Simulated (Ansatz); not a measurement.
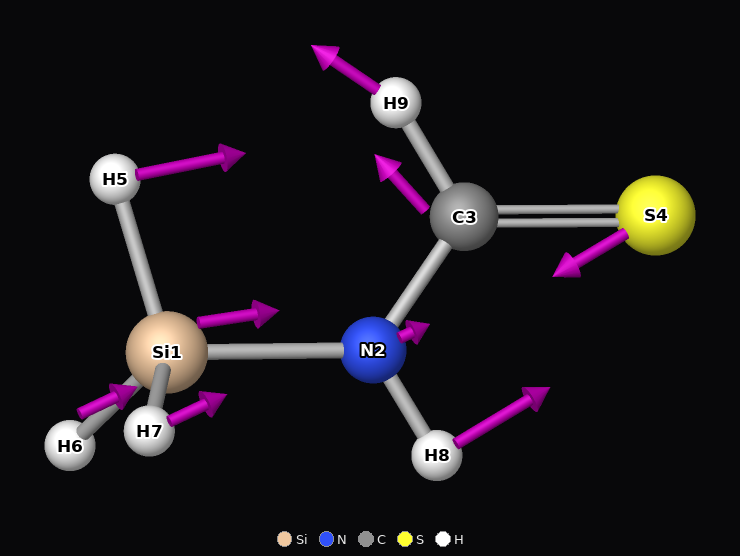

The arrows show one normal mode. Harmonic vibrations computed with RKS PBE0-D4/def2-TZVP (Ansatz 0.2.0) at a stationary point of the same level.

**At what wavenumber does it lie?**

376 cm⁻¹; it is mode 4 of 21 counted from the lowest.
